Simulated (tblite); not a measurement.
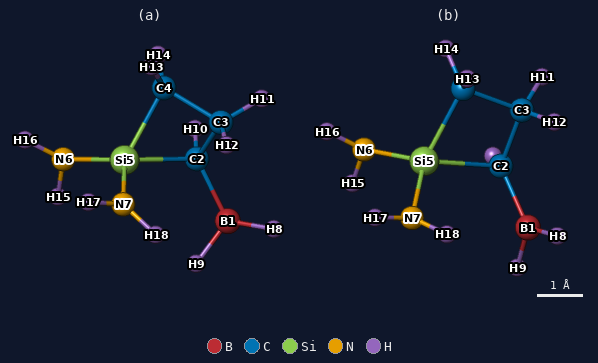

The structure of C$_{3}$H$_{11}$BN$_{2}$Si before (left) and after (right) a relaxation, at one scale.

A ball-and-stick model, seen at a tilt.

Level of theory: tblite, GFN2-xTB geometry optimisation, gas phase. 

**Describe what moved and what it gained.**

H12 moves most after the best rigid fit: 1.02 Å. Largest moves by element: H 1.02 Å, B 0.50 Å, C 0.50 Å, N 0.47 Å, Si 0.03 Å. Some distances before and after: C2–C4 2.088 → 2.389 Å, C2–Si5 1.851 → 1.938 Å, C4–Si5 1.853 → 1.909 Å, C3–C4 1.494 → 1.544 Å. Bond angles that change, for instance: C2–C3–C4 87.5° → 101.5°, C2–Si5–C4 68.6° → 76.8°, H17–N7–H18 118.8° → 110.6°. Groups turn about C2–C3 by about 35°, C2–Si5 by about 30°, C3–C4 by about 25°. After 97 geometry steps the energy has fallen by 36.4 kcal/mol.
